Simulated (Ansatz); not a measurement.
# HOF (hypofluorous acid): wB97M-V/STO-3G

What is the energy change on altering one bond length of HOF (hypofluorous acid) at wB97M-V/STO-3G? 

Program for the calculation: Ansatz 0.2.0.

55 further runs of the same task are left out: 1 that didn't finish, 54 set aside as unsound or not needed.

### 1 The structure to begin with

HOF has 3 atoms, charge 0, and is taken as a singlet. SMILES: `OF`. Geometry: relaxed at PBE0-D4/def2-TZVP.

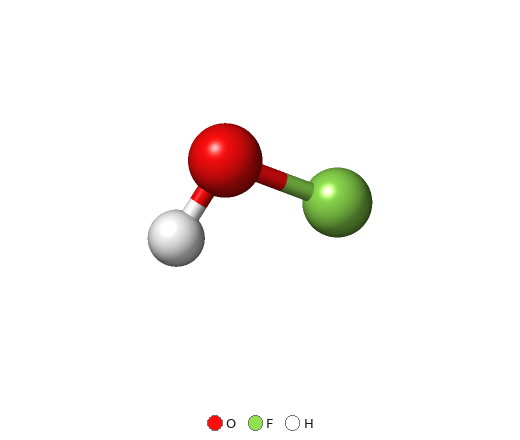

Viewed from a chosen angle; oxygen red, fluorine green, hydrogen white.

### 2 The energy at wB97M-V/STO-3G

The input, in.yaml:

```yaml
crystal:
  periodic: [false, false, false]
  atoms:
    - {symbol: O, position_ang: [0.430590, -0.210340, 0.216330]}
    - {symbol: F, position_ang: [-0.221910, 1.014620, -0.010980]}
    - {symbol: H, position_ang: [-0.208690, -0.804280, -0.205350]}
basis:
  gaussian:
    orbitals: STO-3G
hamiltonian:
  xc: {name: wB97M-V}
accuracy: high
```

Started as:

```
$ ansatz run in.yaml --threads 1 --pin off --max-ram 3480MiB --events-out events.jsonl --progress --plain --runs-dir runs
```

The program printed:

```text
Warning: RAYON_NUM_THREADS=1 ignored (pool sized by the plan → 1); use --threads N
Functional definition: wB97M-V
  name "wB97M-V"
  parameter omega = 0.3/bohr
  parameter cx = 0.15
  parameter cx01 = 1.007
  parameter cx10 = 0.259
  parameter css00 = 0.443
  parameter css04 = -1.437
  parameter css10 = -4.535
  parameter css20 = -3.390
  parameter css43 = 4.278
  parameter cos00 = 1.000
  parameter cos10 = 1.358
  parameter cos20 = 2.924
  parameter cos21 = -8.812
  parameter cos60 = -1.390
  parameter cos61 = 9.142
  parameter b = 6.0
  parameter c = 0.01
  gx(w, u) = 1 - cx + cx01*u + cx10*w
  gss(w, u) = css00 + css04*u^4 + css10*w + css20*w^2 + css43*w^4*u^3
  gos(w, u) = cos00 + cos10*w + (cos20 + cos21*u)*w^2 + (cos60 + cos61*u)*w^6
  exchange = spin_sum(e_x_unif_sr(omega)*gx(b97_w, b97_u_x)) + cx*exact_x_sr(omega) + exact_x_lr(omega)
  correlation = spin_sum(e_c_pw_mod_same_spin*gss(b97_w, b97_u_same))
      + integral(e_c_pw_mod_opposite_spin*gos(b97_w_opposite, b97_u_opposite)) + vv10(b, c)
168 factors; integrals over basis functions are off by at most 4.3e-8 eV
88 factors; integrals over basis functions are off by at most 9.8e-10 eV
mean field evaluation 1: about -4709.0890 eV, gradient 1.0e1 eV
mean field evaluation 2: about -4709.5319 eV, gradient 1.8e0 eV
mean field evaluation 4: about -4709.5432 eV, gradient 5.8e-2 eV
mean field evaluation 8: about -4709.5325 eV, gradient 9.7e-4 eV
mean field evaluation 16: about -4709.5325 eV, gradient 6.6e-9 eV
mean field -4709.53252951 eV, -173.0721282237 hartree, gradient 6.6e-9 eV, S^2 0.000000; 0 other end points of the search recorded, 0 dependent functions left out
reference -4709.53253074 eV, -173.0721282690 hartree; 9, 9 occupied and 2, 2 virtual orbitals, 168 factors
Total energy: -4709.53253074 eV, -173.0721282690 hartree
```

It took 7.2 s on 1 thread of Arm Neoverse V1, shared host; peak memory 0.17 GiB.

### 3 The distorted shape

The input, job.yaml:

```yaml
crystal:
  periodic: [false, false, false]
  atoms:
    - {symbol: O, position_ang: [0.590383, -0.061880, 0.321732]}
    - {symbol: F, position_ang: [-0.062117, 1.163080, 0.094422]}
    - {symbol: H, position_ang: [-0.208690, -0.804280, -0.205350]}
basis:
  gaussian:
    orbitals: STO-3G
magnetization:
  spin_polarized: false
hamiltonian:
  xc: {name: wB97M-V}
accuracy: high
```

Started as:

```
$ ansatz run job.yaml --threads 1 --pin off --max-ram 3480MiB --events-out events.jsonl --progress --plain --runs-dir runs
```

The program printed, shortened:

```text
Warning: RAYON_NUM_THREADS=1 ignored (pool sized by the plan → 1); use --threads N
[... 2 set-up lines as earlier in the session ...]
[...]
  gx(w, u) = 1 - cx + cx01*u + cx10*w
  gss(w, u) = css00 + css04*u^4 + css10*w + css20*w^2 + css43*w^4*u^3
  gos(w, u) = cos00 + cos10*w + (cos20 + cos21*u)*w^2 + (cos60 + cos61*u)*w^6
[...]
      + integral(e_c_pw_mod_opposite_spin*gos(b97_w_opposite, b97_u_opposite)) + vv10(b, c)
168 factors; integrals over basis functions are off by at most 3.5e-8 eV
89 factors; integrals over basis functions are off by at most 9.8e-10 eV
[...]
mean field -4709.16576725 eV, -173.0586499592 hartree, gradient 8.4e-9 eV, S^2 0.000000; 0 other end points of the search recorded, 0 dependent functions left out
reference -4709.16576851 eV, -173.0586500054 hartree; 9, 9 occupied and 2, 2 virtual orbitals, 168 factors
Total energy: -4709.16576851 eV, -173.0586500054 hartree
```

It took 7.2 s on 1 thread of Arm Neoverse V1, shared host; peak memory 0.17 GiB.

### 4 Outcome

At wB97M-V/STO-3G:

| quantity | value |
| --- | --- |
| first shape: total energy | -173.07213 Eh |
| distorted shape: total energy | -173.05865 Eh |
| energy change with the O1–H3 bond stretched from 0.969 to 1.211 Å | 0.367 eV |

With the O1–H3 bond stretched from 0.969 to 1.211 Å the energy rises by 0.37 eV (8.5 kcal/mol). The first shape isn't relaxed at this level, so the change isn't measured from a minimum. The minimal basis adds a large error of its own.
